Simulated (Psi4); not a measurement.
# [BF4]− (SMILES F[B-](F)(F)F), step by step

We compute a structure relaxation (SVWN-RPA/def2-SVP), then the harmonic vibrations, then the energy (SCS-MP2/aug-cc-pVDZ) of [BF4]−. 

The results are computed with Psi4 1.11.

**1. The structure to begin with**

[BF4]− has 5 atoms, charge -1, and is taken as a singlet. As SMILES, `F[B-](F)(F)F`. Geometry: relaxed at GFN2-xTB. The run starts from this shape.

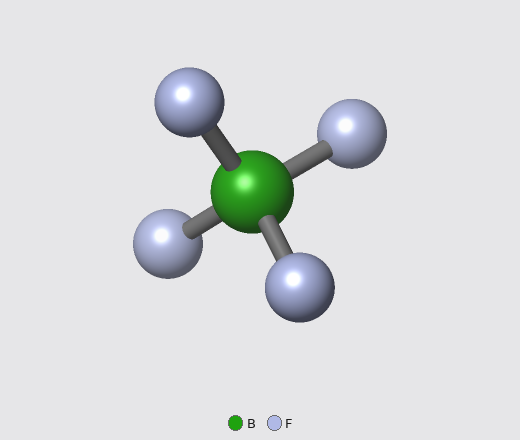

The structure, seen from a chosen angle (boron green, fluorine light blue).

**2. A geometry optimisation at SVWN-RPA/def2-SVP (density fitting) (run 1)**

bf4.dat reads:

```
memory 1600 mb

molecule geom {
  -1 1
  B      0.000220    -0.000290    -0.000010
  F      0.010510    -0.018630     1.389730
  F      1.306820     0.011170    -0.473790
  F     -0.662480     1.138520    -0.442770
  F     -0.655070    -1.130770    -0.473170
  symmetry c1
}

set {
  basis def2-SVP
  geom_maxiter 60
}

optimize("svwn")
```

Launch:

```console
$ psi4 -i bf4.dat -o bf4.out -n 1
```

bf4.out:

```text
[...]
  Running in c1 symmetry.
[...]
  Nuclear repulsion =  181.845338214069386
[...]
  Multiplicity = 1
[...]
  Nalpha       = 21
  Nbeta        = 21
[...]
    Number of basis functions: 70
[...]
   @DF-RKS iter   1:  -422.07898852508367   -4.74832e-01   1.02011e-02 ADIIS/DIIS
[...]
   @DF-RKS iter   7:  -422.24349745641285   -3.97904e-13   5.50468e-10 DIIS
[...]
  @DF-RKS Final Energy:  -422.24349745641285
   => Energetics <=
    Nuclear Repulsion Energy =            181.1510860311973374
    One-Electron Energy =                -962.7682947102387061
    Two-Electron Energy =                 403.7159925155569340
    DFT Exchange-Correlation Energy =     -44.3422812929284333
    Empirical Dispersion Energy =           0.0000000000000000
    VV10 Nonlocal Energy =                  0.0000000000000000
    Total Energy =                       -422.2434974564128538
[...]
 Multipole Moments:
 ------------------------------------------------------------------------------------
     Multipole            Electronic (a.u.)      Nuclear  (a.u.)        Total (a.u.)
 ------------------------------------------------------------------------------------
 L = 1.  Multiply by 2.5417464519 to convert [e a0] to [Debye]
 Dipole X            :          0.0002789           -0.0000387            0.0002402
 Dipole Y            :          0.0003198           -0.0000866            0.0002332
 Dipole Z            :         -0.0001613            0.0001255           -0.0000358
 Magnitude           :                                                    0.0003367
[...]
  -Total Gradient:
     Atom            X                  Y                   Z
    ------   -----------------  -----------------  -----------------
       1        0.000057800412     0.000033618195     0.000044273393
       2       -0.000392107203    -0.000033725966    -0.000099820903
       3       -0.000023627249    -0.000341580011    -0.000078865880
       4        0.000134539419     0.000284539297     0.000117853456
       5       -0.000301104760     0.000066702464     0.000188728705
[...]
    Final optimized geometry and variables:
    Molecular point group: c1
    Full point group: C1
    Geometry (in Angstrom), charge = -1, multiplicity = 1:
    B            0.000095038021     0.000212821205    -0.000308393778
    F            0.010330335322    -0.018767020773     1.394244189612
    F            1.311983298582     0.010492391736    -0.475523483515
    F           -0.665432239136     1.143745520420    -0.443977939629
    F           -0.656936467954    -1.135594218255    -0.474564056644
    Psi4 run time: 0:00:12.41
[...]
```

The script printed:

```text
Optimizer: Optimization complete!
```

Wall time 14 s (1 thread of AMD EPYC 7R43 (Zen 3), shared host); peak memory 0.3 GiB.

Steps, from the record of the run:

| step | energy from the first frame kept (eV) | largest force (eV/Å) |
| --- | --- | --- |
| 0 | 0.0000 | 0.2162 |
| 1 | 0.0012 | 0.0426 |
| 2 | 0.0001 | 0.0260 |
| 3 | 0.0001 | 0.0209 |

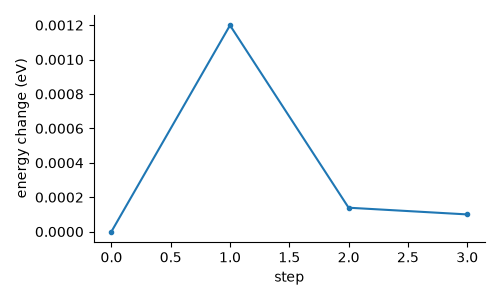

Energy along the run.

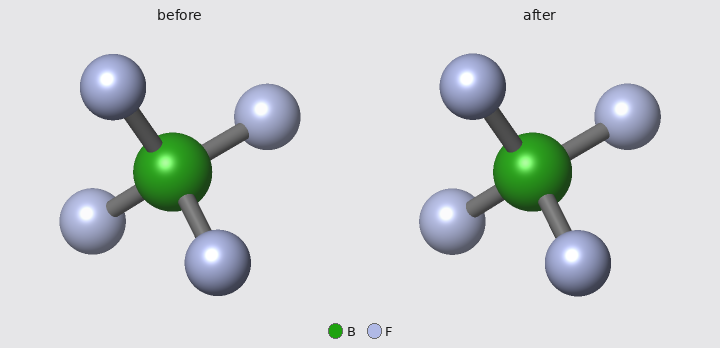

Before and after, at one scale.

After the run. Bond lengths: B1–F2 1.395 Å, B1–F3 1.395 Å, B1–F4 1.396 Å, B1–F5 1.395 Å. Angles: F2–B1–F3 109.5°, F2–B1–F4 109.4°, F2–B1–F5 109.4°, F3–B1–F4 109.5°, F3–B1–F5 109.4°, F4–B1–F5 109.5°.

**3. The harmonic vibrations at SVWN-RPA/def2-SVP (density fitting) (run 2)**

bf4.xyz reads:

```xyz
5
BF4
B      0.000075     0.000239    -0.000310
F      0.010310    -0.018740     1.394243
F      1.311963     0.010519    -0.475525
F     -0.665452     1.143772    -0.443979
F     -0.656957    -1.135568    -0.474565
```

bf4.py reads:

```python
import psi4

psi4.set_memory(1600000000)
psi4.set_num_threads(1)
psi4.set_output_file('psi4.out', False)

with open('bf4.xyz') as f:
    atoms = ''.join(f.readlines()[2:])
m = psi4.geometry('-1 1\n' + atoms + '')

psi4.set_options({
    'basis': 'def2-SVP',
    't': 400.0,
    'rotational_symmetry_number': 12,
})

result = psi4.frequency('svwn', molecule=m)
print('E =', round(result, 9))
```

Launch:

```console
$ python bf4.py
```

psi4.out:

```text
[...]
  Running in c1 symmetry.
[...]
  Nuclear repulsion =  181.151084523840382
[...]
  Multiplicity = 1
[...]
  Nalpha       = 21
  Nbeta        = 21
[...]
    Number of basis functions: 70
[...]
   @DF-RKS iter   1:  -422.08100751989389   -4.93468e-01   1.01449e-02 ADIIS/DIIS
[...]
  -Total Gradient:
     Atom            X                  Y                   Z
    ------   -----------------  -----------------  -----------------
       1        0.000057967364     0.000033452707     0.000043925183
       2       -0.000392061862    -0.000032720427    -0.000099948860
       3       -0.000023329978    -0.000341763347    -0.000079162321
       4        0.000135247024     0.000285569990     0.000117723295
       5       -0.000302918571     0.000066108106     0.000188607357
[...]
   @DF-RKS iter   9:  -422.24349776362487    3.41061e-13   4.18654e-10 DIIS
[...]
  @DF-RKS Final Energy:  -422.24349776362487
   => Energetics <=
    Nuclear Repulsion Energy =            181.1510845238403817
    One-Electron Energy =                -962.7682921512418943
    Two-Electron Energy =                 403.7159915002484354
    DFT Exchange-Correlation Energy =     -44.3422816364717889
    Empirical Dispersion Energy =           0.0000000000000000
    VV10 Nonlocal Energy =                  0.0000000000000000
    Total Energy =                       -422.2434977636248732
[...]
  ==> Harmonic Vibrational Analysis <==
[...]
  Freq [cm^-1]                 344.8032            349.7674            513.4653
[...]
  IR activ [km/mol]             0.0009              0.0016              3.0980
[...]
  Freq [cm^-1]                 516.7476            518.5752            773.7243
[...]
  IR activ [km/mol]             3.1764              3.2095              0.0004
[...]
  Freq [cm^-1]                1158.1564           1158.3241           1159.1552
[...]
  IR activ [km/mol]            318.8633            318.8848            318.8983
[...]
  Total E_0, Enthalpy at 0 [K]                                                         -422.22870626 [Eh]
[...]
  Total H, Enthalpy at  400.00 [K]                                                     -422.22057962 [Eh]
[...]
  Total G, Gibbs energy at  400.00 [K]                                                 -422.26479177 [Eh]
[...]
```

Standard output:

```text
Warning: used thermodynamics relations inappropriate for low-frequency modes: ['344.8032' '349.7674' '513.4653' '516.7476' '518.5752']
E = -422.243497764
```

Run time: 55 s. Hardware: 1 thread of AMD EPYC 7R43 (Zen 3), shared host; peak memory 0.31 GiB.

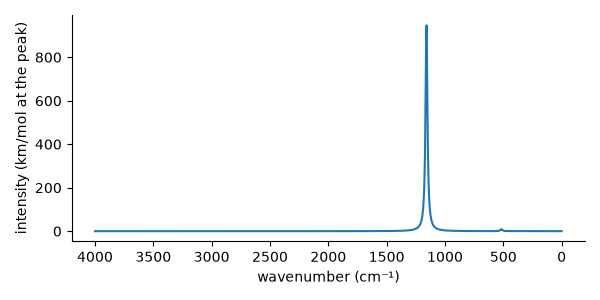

Harmonic infrared spectrum, unscaled, lines broadened by 10 cm⁻¹.

**4. The energy at SCS-MP2/aug-cc-pVDZ (density fitting) (run 3)**

input.dat reads:

```
memory 1.6 GB

molecule {
  -1 1
  B
  F 1 1.39472
  F 1 1.395344 2 109.49545
  F 1 1.395506 2 109.42299 3 -120.04007
  F 1 1.39523 2 109.40535 4 -120.01166
}

set {
  basis aug-cc-pVDZ
  freeze_core true
}

E, wfn = energy('scs-mp2', return_wfn=True)
```

Launch:

```console
$ psi4 input.dat output.dat -n 1
```

output.dat:

```text
[...]
  Running in c1 symmetry.
[...]
  Nuclear repulsion =  181.151062508032169
[...]
  Multiplicity = 1
[...]
  Nalpha       = 21
  Nbeta        = 21
[...]
    Number of basis functions: 115
[...]
   @RHF iter   1:  -422.66333764068105   -1.35078e+00   5.21073e-03 ADIIS/DIIS
[...]
   @RHF iter  10:  -422.78249973382430   -5.11591e-13   1.29840e-09 DIIS
[...]
    Orbital Energies [Eh]
    ---------------------
    Doubly Occupied:
       1A    -26.060921     2A    -26.060910     3A    -26.060843
       4A    -26.060827     5A     -7.522263     6A     -1.410645
       7A     -1.347815     8A     -1.347760     9A     -1.347691
      10A     -0.600380    11A     -0.528006    12A     -0.527962
      13A     -0.527872    14A     -0.443544    15A     -0.443419
      16A     -0.405063    17A     -0.405032    18A     -0.404977
      19A     -0.378974    20A     -0.378927    21A     -0.378879
[...]
  @RHF Final Energy:  -422.78249973382430
   => Energetics <=
    Nuclear Repulsion Energy =            181.1510625080321688
    One-Electron Energy =                -962.5817027185846655
    Two-Electron Energy =                 358.6481404767282015
    Total Energy =                       -422.7824997338242952
[...]
 Multipole Moments:
 ------------------------------------------------------------------------------------
     Multipole            Electronic (a.u.)      Nuclear  (a.u.)        Total (a.u.)
 ------------------------------------------------------------------------------------
 L = 1.  Multiply by 2.5417464519 to convert [e a0] to [Debye]
 Dipole X            :         -0.0004098            0.0000846           -0.0003251
 Dipole Y            :          0.0003468           -0.0000400            0.0003068
 Dipole Z            :         -0.0002536            0.0001266           -0.0001270
 Magnitude           :                                                    0.0004647
[...]
	SCS-MP2 Total Energy (a.u.)        :  -423.65894909267098
	SOS-MP2 Total Energy (a.u.)        :  -423.57388472203064
	SCSN-MP2 Total Energy (a.u.)       :  -423.23163961080519
[...]
	SOS-PI-MP2 Total Energy (a.u.)     :  -423.70578222006509
[...]
	MP2 Total Energy (a.u.)            :  -423.69718033591727
[...]
```

It took 17 s on 1 thread of AMD EPYC 7R43 (Zen 3), shared host; peak memory 0.93 GiB.

**5. What came out**

```
                                                                         quantity             value
                                run 1, SVWN-RPA/def2-SVP: total energy at the end     -422.24350 Eh
                                            run 1, SVWN-RPA/def2-SVP: HOMO energy          -2.33 eV
                                            run 1, SVWN-RPA/def2-SVP: LUMO energy           8.30 eV
  run 1, SVWN-RPA/def2-SVP: HOMO–LUMO gap (to an unbound level, set by the basis)          10.64 eV
                             run 2, SVWN-RPA/def2-SVP: lowest harmonic wavenumber          345 cm⁻¹
                            run 2, SVWN-RPA/def2-SVP: highest harmonic wavenumber         1159 cm⁻¹
                                      run 2, SVWN-RPA/def2-SVP: zero-point energy       38.8 kJ/mol
run 2, SVWN-RPA/def2-SVP: ideal-gas entropy at 400 K (symmetry number 12 as used)  69.4 cal/(mol K)
                                         run 3, SCS-MP2/aug-cc-pVDZ: total energy     -423.65895 Eh
                  run 3, SCS-MP2/aug-cc-pVDZ: HOMO energy (Hartree–Fock orbitals)         -10.31 eV
                  run 3, SCS-MP2/aug-cc-pVDZ: LUMO energy (Hartree–Fock orbitals)           4.99 eV
run 3, SCS-MP2/aug-cc-pVDZ: HOMO–LUMO gap (to an unbound level, set by the basis)          15.30 eV
          run 3, SCS-MP2/aug-cc-pVDZ: correlation energy (5 core orbitals frozen)        -876.4 mEh
```

In words: The optimisation (run 1, SVWN-RPA/def2-SVP) took 4 steps and changed the energy by +0.000 eV. All 9 modes (run 2, SVWN-RPA/def2-SVP) are real, so the shape is a minimum at this level.
